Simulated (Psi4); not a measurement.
# C2HCl2F (SMILES FC=C(Cl)Cl): levels of theory compared

Wanted: a comparison of 3 runs (HF/6-31G*, MP2/6-31G*, CCSD/6-31G*) of C2HCl2F. 

The results are computed with Psi4 1.11.

### 1 The structure to begin with

C2HCl2F has 6 atoms, charge 0, and is taken as a singlet. As SMILES, `FC=C(Cl)Cl`. The C3–Cl5 distance was set to 3.080 Å, away from the relaxed value. At this shape a bond of the SMILES string is far longer than usual.

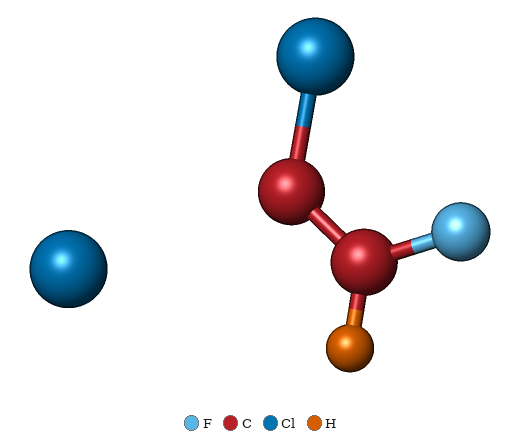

Viewed from a chosen angle; fluorine blue, carbon red, chlorine blue, hydrogen orange.

### 2 Energy and forces at HF/6-31G(d) (spherical functions) (run 1)

c2hcl2f.json

```json
{
  "schema_name": "qcschema_input",
  "schema_version": 1,
  "molecule": {
    "schema_name": "qcschema_molecule",
    "schema_version": 2,
    "symbols": ["F", "C", "C", "Cl", "Cl", "H"],
    "geometry": [0.72935114, -5.24324733, 2.59663676, 0.66379654, -2.84361641, 1.88328405, -0.44105074, -2.12986685, -0.25029234, -1.86441135, -4.21075767, -2.25173907, -0.50948906, 3.48709272, -1.77037102, 1.57392643, -1.54185967, 3.1704521],
    "molecular_charge": 0,
    "molecular_multiplicity": 1,
    "fix_symmetry": "c1",
    "fix_com": true,
    "fix_orientation": true
  },
  "driver": "gradient",
  "model": {
    "method": "hf",
    "basis": "6-31G*"
  },
  "keywords": {
    "puream": true,
    "e_convergence": 1e-09,
    "d_convergence": 1e-08,
    "scf_type": "pk"
  }
}
```

The run is started by

```bash
psi4 --qcschema c2hcl2f.json -n 1 --memory 2200MB
```

stdout:

```text
[...]
  Running in c1 symmetry.
[...]
  Nuclear repulsion =  222.840122985682854
[...]
  Multiplicity = 1
[...]
  Nalpha       = 28
  Nbeta        = 28
[...]
    Number of basis functions: 80
[...]
   @RHF iter   1: -1094.31787282086202   -6.84665e-01   5.39788e-03 ADIIS/DIIS
[...]
   @RHF iter  16: -1094.47903376870659   -3.63798e-12   7.27682e-09 DIIS
[...]
    Orbital Energies [Eh]
    ---------------------
    Doubly Occupied:
       1A   -104.917607     2A   -104.796427     3A    -26.388184
       4A    -11.445899     5A    -11.422560     6A    -10.654485
       7A    -10.526973     8A     -8.123069     9A     -8.119412
      10A     -8.118810    11A     -7.995165    12A     -7.992222
      13A     -7.992197    14A     -1.704866    15A     -1.239630
      16A     -1.090180    17A     -1.000682    18A     -0.873694
      19A     -0.799425    20A     -0.763019    21A     -0.731028
      22A     -0.640048    23A     -0.587604    24A     -0.556141
      25A     -0.441009    26A     -0.417323    27A     -0.416004
      28A     -0.379508
[...]
  @RHF Final Energy: -1094.47903376870659
   => Energetics <=
    Nuclear Repulsion Energy =            222.8401229856828536
    One-Electron Energy =               -1954.3719689997542446
    Two-Electron Energy =                 637.0528122453647484
    Total Energy =                      -1094.4790337687065858
[...]
 Multipole Moments:
 ------------------------------------------------------------------------------------
     Multipole            Electronic (a.u.)      Nuclear  (a.u.)        Total (a.u.)
 ------------------------------------------------------------------------------------
 L = 1.  Multiply by 2.5417464519 to convert [e a0] to [Debye]
 Dipole X            :         31.1133527          -30.8817455            0.2316072
 Dipole Y            :         89.0541548          -90.8742893           -1.8201345
 Dipole Z            :         32.9011465          -32.0377383            0.8634081
 Magnitude           :                                                    2.0278080
[...]
  -Total Gradient:
     Atom            X                  Y                   Z
    ------   -----------------  -----------------  -----------------
       1        0.003533694435    -0.017202708603     0.010535066438
       2       -0.004174474995    -0.036578602958     0.001718520855
       3        0.005116993310     0.031727365651     0.001159797930
       4       -0.007262724834    -0.036922322265    -0.003660465318
       5       -0.001407129611     0.052408626868    -0.015544995596
       6        0.004193641685     0.006567641309     0.005792075702
[...]
```

The result, in JSON:

```text
{
 "driver": "gradient",
 "model": {
  "method": "hf",
  "basis": "6-31G*"
 },
 "success": true,
 "return_result": [0.0035336944348285902, -0.017202708602806926, 0.010535066438196766, -0.004174474995281216, -0.03657860295763182, 0.0017185208545502928, 0.005116993310361445, 0.03172736565054418, 0.0011597979300224104, -0.007262724833511536, -0.036922322264990426, -0.003660465317592204, -0.0014071296106885445, 0.05240862686820244, -0.015544995595739158, 0.004193641684828137, 0.006567641308697775, 0.005792075702038407],
 "properties": {
  "calcinfo_nbasis": 80,
  "calcinfo_nmo": 80,
  "calcinfo_nalpha": 28,
  "calcinfo_nbeta": 28,
  "calcinfo_natom": 6,
  "nuclear_repulsion_energy": 222.84012298568285,
  "return_energy": -1094.4790337687066,
  "return_gradient": [0.0035336944348285902, -0.017202708602806926, 0.010535066438196766, -0.004174474995281216, -0.03657860295763182, 0.0017185208545502928, 0.005116993310361445, 0.03172736565054418, 0.0011597979300224104, -0.007262724833511536, -0.036922322264990426, -0.003660465317592204, -0.0014071296106885445, 0.05240862686820244, -0.015544995595739158, 0.004193641684828137, 0.006567641308697775, 0.005792075702038407],
  "scf_one_electron_energy": -1954.3719689997542,
  "scf_two_electron_energy": 637.0528122453647,
  "scf_dipole_moment": [0.2316072496473609, -1.820134515144872, 0.8634081261361999],
  "scf_total_energy": -1094.4790337687066,
  "scf_total_gradient": [0.0035336944348285902, -0.017202708602806926, 0.010535066438196766, -0.004174474995281216, -0.03657860295763182, 0.0017185208545502928, 0.005116993310361445, 0.03172736565054418, 0.0011597979300224104, -0.007262724833511536, -0.036922322264990426, -0.003660465317592204, -0.0014071296106885445, 0.05240862686820244, -0.015544995595739158, 0.004193641684828137, 0.006567641308697775, 0.005792075702038407],
  "scf_iterations": 16
 }
}
```

It took 7.8 s on 1 thread of Intel Xeon Platinum 8259CL at 2.50GHz (Skylake/Cascade Lake), shared host; peak memory 0.27 GiB.

### 3 A single-point energy at MP2/6-31G(d) (spherical functions) (run 2)

c2hcl2f.py

```python
import psi4

psi4.set_memory(2200000000)
psi4.set_num_threads(1)
psi4.core.set_output_file('output.dat', False)

molecule = psi4.geometry("""
F      0.72935114    -5.24324733     2.59663676
C      0.66379654    -2.84361641     1.88328405
C     -0.44105074    -2.12986685    -0.25029234
Cl    -1.86441135    -4.21075767    -2.25173907
Cl    -0.50948906     3.48709272    -1.77037102
H      1.57392643    -1.54185967     3.17045210
units au
symmetry c1
no_reorient
no_com
""")

psi4.set_options({
    'basis': '6-31G*',
    'reference': 'rhf',
    'puream': True,
    'e_convergence': 1e-09,
    'd_convergence': 1e-08,
    'scf_type': 'pk',
    'num_frozen_docc': 13,
    'mp2_type': 'conv',
})

energy_value = psi4.energy("mp2", molecule=molecule)
print(f'total energy {energy_value:.8f} hartree = {energy_value * 27.211386:.5f} eV')
```

The run is started by

```bash
python c2hcl2f.py
```

output.dat:

```text
[...]
  Running in c1 symmetry.
[...]
  Nuclear repulsion =  222.840122985682854
[...]
  Multiplicity = 1
[...]
  Nalpha       = 28
  Nbeta        = 28
[...]
    Number of basis functions: 80
[...]
   @RHF iter   1: -1094.31787282086202   -6.84665e-01   5.39788e-03 DIIS/ADIIS
[...]
   @RHF iter  16: -1094.47903376870659   -3.63798e-12   7.27682e-09 DIIS
[...]
    Orbital Energies [Eh]
    ---------------------
    Doubly Occupied:
       1A   -104.917607     2A   -104.796427     3A    -26.388184
       4A    -11.445899     5A    -11.422560     6A    -10.654485
       7A    -10.526973     8A     -8.123069     9A     -8.119412
      10A     -8.118810    11A     -7.995165    12A     -7.992222
      13A     -7.992197    14A     -1.704866    15A     -1.239630
      16A     -1.090180    17A     -1.000682    18A     -0.873694
      19A     -0.799425    20A     -0.763019    21A     -0.731028
      22A     -0.640048    23A     -0.587604    24A     -0.556141
      25A     -0.441009    26A     -0.417323    27A     -0.416004
      28A     -0.379508
[...]
  @RHF Final Energy: -1094.47903376870659
   => Energetics <=
    Nuclear Repulsion Energy =            222.8401229856828536
    One-Electron Energy =               -1954.3719689997542446
    Two-Electron Energy =                 637.0528122453647484
    Total Energy =                      -1094.4790337687065858
[...]
 Multipole Moments:
 ------------------------------------------------------------------------------------
     Multipole            Electronic (a.u.)      Nuclear  (a.u.)        Total (a.u.)
 ------------------------------------------------------------------------------------
 L = 1.  Multiply by 2.5417464519 to convert [e a0] to [Debye]
 Dipole X            :         31.1133527          -30.8817455            0.2316072
 Dipole Y            :         89.0541548          -90.8742893           -1.8201345
 Dipole Z            :         32.9011465          -32.0377383            0.8634081
 Magnitude           :                                                    2.0278080
[...]
	SCS-MP2 Total Energy (a.u.)        : -1095.16902298940386
	SOS-MP2 Total Energy (a.u.)        : -1095.10792207346049
	SCSN-MP2 Total Energy (a.u.)       : -1094.80164660488776
[...]
	SOS-PI-MP2 Total Energy (a.u.)     : -1095.21273679091951
[...]
	MP2 Total Energy (a.u.)            : -1095.18641010383180
[...]
```

The script printed:

```text
total energy -1095.18641010 hartree = -29801.54015 eV
```

Wall time 6.3 s (1 thread of Intel Xeon Platinum 8259CL at 2.50GHz (Skylake/Cascade Lake), shared host); peak memory 0.36 GiB.

### 4 The energy at CCSD/6-31G(d) (spherical functions) (run 3)

calc.dat

```
memory 2200 mb

molecule mol {
  0 1
  F      0.385956    -2.774607     1.374081
  C      0.351266    -1.504777     0.996591
  C     -0.233394    -1.127077    -0.132449
  Cl    -0.986604    -2.228237    -1.191569
  Cl    -0.269610     1.845290    -0.936840
  H      0.832886    -0.815917     1.677731
  units angstrom
  symmetry c1
  no_reorient
  no_com
}

set {
  basis 6-31G*
  puream true
  e_convergence 1e-09
  d_convergence 1e-08
  scf_type pk
  num_frozen_docc 13
}

energy('ccsd')
```

The run is started by

```bash
psi4 -i calc.dat -o calc.out -n 1
```

calc.out:

```text
[...]
  Running in c1 symmetry.
[...]
  Nuclear repulsion =  222.840122813510504
[...]
  Multiplicity = 1
[...]
  Nalpha       = 28
  Nbeta        = 28
[...]
    Number of basis functions: 80
[...]
   @RHF iter   1: -1094.31787282010077   -6.84665e-01   5.39788e-03 ADIIS/DIIS
[...]
   @RHF iter  16: -1094.47903376832733   -5.45697e-12   7.27683e-09 DIIS
[...]
    Orbital Energies [Eh]
    ---------------------
    Doubly Occupied:
       1A   -104.917607     2A   -104.796427     3A    -26.388184
       4A    -11.445899     5A    -11.422560     6A    -10.654485
       7A    -10.526973     8A     -8.123069     9A     -8.119412
      10A     -8.118810    11A     -7.995165    12A     -7.992222
      13A     -7.992197    14A     -1.704866    15A     -1.239630
      16A     -1.090180    17A     -1.000682    18A     -0.873694
      19A     -0.799425    20A     -0.763019    21A     -0.731028
      22A     -0.640048    23A     -0.587604    24A     -0.556141
      25A     -0.441009    26A     -0.417323    27A     -0.416004
      28A     -0.379508
[...]
  @RHF Final Energy: -1094.47903376832733
   => Energetics <=
    Nuclear Repulsion Energy =            222.8401228135105043
    One-Electron Energy =               -1954.3719686629488024
    Two-Electron Energy =                 637.0528120811110284
    Total Energy =                      -1094.4790337683270991
[...]
 Multipole Moments:
 ------------------------------------------------------------------------------------
     Multipole            Electronic (a.u.)      Nuclear  (a.u.)        Total (a.u.)
 ------------------------------------------------------------------------------------
 L = 1.  Multiply by 2.5417464519 to convert [e a0] to [Debye]
 Dipole X            :         31.1133529          -30.8817456            0.2316072
 Dipole Y            :         89.0541549          -90.8742894           -1.8201345
 Dipole Z            :         32.9011464          -32.0377383            0.8634081
 Magnitude           :                                                    2.0278080
[...]
      * MP2 total energy                      = -1095.186410103663320
[...]
      * CCSD total energy                     = -1095.231007930566193
[...]
```

Wall time 31 s (1 thread of Intel Xeon Platinum 8259CL at 2.50GHz (Skylake/Cascade Lake), shared host); peak memory 0.42 GiB.

### 5 All runs side by side

```csv
run,level,task,frozen core orbitals,energy (Eh),HOMO energy (eV),LUMO energy (eV),HOMO–LUMO gap (eV),wall time
1,HF/6-31G* (spherical functions),gradient,0,-1094.479034,-10.33,-2.86,7.47,7.8 s
2,MP2/6-31G* (spherical functions),energy,13,-1095.186410,-10.33,-2.86,7.47,6.3 s
3,CCSD/6-31G* (spherical functions),energy,13,-1095.231008,-10.33,-2.86,7.47,31 s
```

### 6 Outcome

```
                                           quantity           value
                                run 3: total energy  -1095.23101 Eh
         run 3: HOMO energy (Hartree–Fock orbitals)       -10.33 eV
         run 3: LUMO energy (Hartree–Fock orbitals)        -2.86 eV
       run 3: HOMO–LUMO gap (Hartree–Fock orbitals)         7.47 eV
run 3: correlation energy (13 core orbitals frozen)      -752.0 mEh
                               run 3: T1 diagnostic           0.039
```

In words: Below the HF energy at the same shape and in the same basis (6-31G*): MP2 -707.4 mEh; CCSD -752.0 mEh. In run 3 the T1 diagnostic is large, so a single reference may not serve. In runs 1, 2, 3 a closed-shell determinant meets a far-stretched bond, which it describes badly. All runs together took 45 s, the longest 31 s.
